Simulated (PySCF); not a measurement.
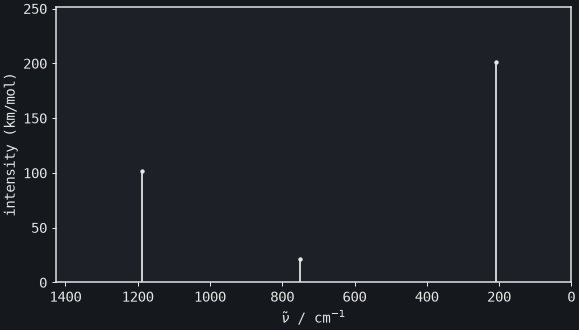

Unscaled harmonic wavenumbers and double-harmonic intensities, PBE0/def2-TZVP in PySCF, isolated molecule. Structures are the lowest points that the searches found. Degenerate modes count as one line, with their intensities summed.

Question: Which molecule gives this infrared spectrum?
A. SeH₂, singlet
B. AlOF, singlet
C. SiF₂, singlet
D. NH₄⁺, singlet

Answer: B. It has its most intense lines at 207.9, 1188.5 and 750.7 cm⁻¹.
